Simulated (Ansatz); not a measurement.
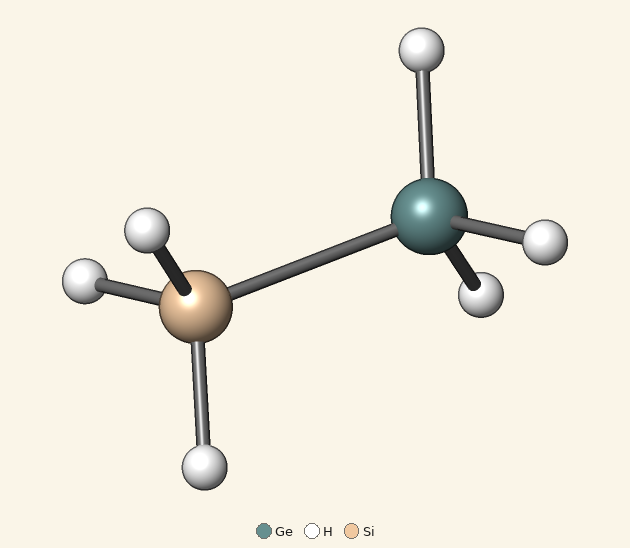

Harmonic vibrations computed with RKS PBE0-D4/def2-TZVP (Ansatz 0.2.0) at a stationary point of the same level.

Q: Is this a minimum or a saddle point?

A: A minimum: no imaginary frequency, and the lowest mode lies at 119 cm⁻¹.

Q: How many vibrational modes are there, and where do they lie?

A: 18 modes: 119, 358, 359, 359, 594, 594, 783, 884, 884, 886, 940, 940, 2145, 2152, 2152, 2220, 2232, 2232 cm⁻¹.
